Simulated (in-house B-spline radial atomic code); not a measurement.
```
Z = 47
electrons = 47.0
configuration = [Kr] 4d10 5s1
hamiltonian = x2c
method = lda,vwn
lmax = 9
rms_radius = 4.5454
spin_polarised = True
box_radius = 40.0
intervals = 72
ion_configuration = [Kr] 4d10
```

Command:
```bash
python run_gw.py task.json out
```

All-electron spherical atom, scalar X2C, LDA VWN5 start, no spin-orbit coupling, Breit or QED terms; computed with a B-spline radial code. The quasi-particle equation is solved at full frequency; levels of low quasi-particle weight Z are left out.

Parts of the G₀W₀ correction to each level for Ag I (neutral silver):

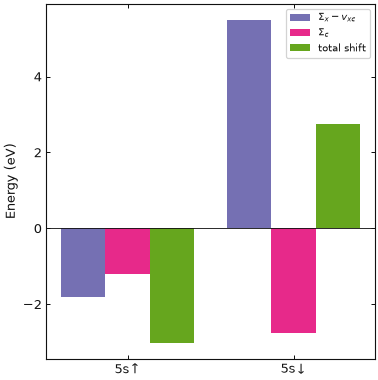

G₀W₀ moves the highest occupied level, 5s↑, from −4.98 to −8.00 eV (renormalisation factor Z = 0.83); the measured removal energy is 7.58 eV, so the error is +0.42 eV. The empty level 5s↓ goes from −4.32 to −1.58 eV.

```tsv
Level	Mean field (eV)	Σx − vxc (eV)	Σc (eV)	Z	G₀W₀ (eV)
5s↑	−4.98	−1.81	−1.21	0.83	−8.00
5s↓	−4.32	5.50	−2.76	0.82	−1.58
```
